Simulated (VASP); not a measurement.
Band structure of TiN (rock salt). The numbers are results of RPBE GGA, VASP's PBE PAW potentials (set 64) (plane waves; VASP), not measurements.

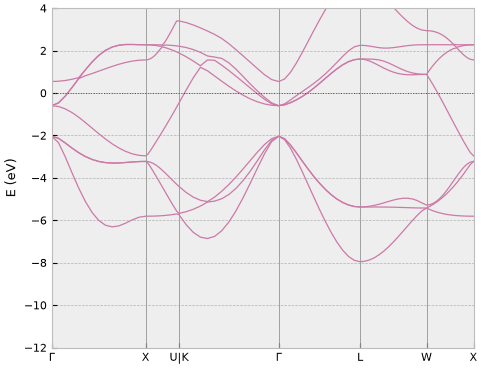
*Bands along high-symmetry lines, zero at the valence-band maximum or, without a gap, the Fermi level*

Question: Read the plot: is there a gap, and where are the band edges?

Answer: It has no gap at this level: it comes out as a metal or semimetal. (Edges off the drawn lines would not show.)

The compound is TiN in the rock salt structure. It was relaxed first. The electron count is odd and the run is not spin-polarised, which forces a metal.
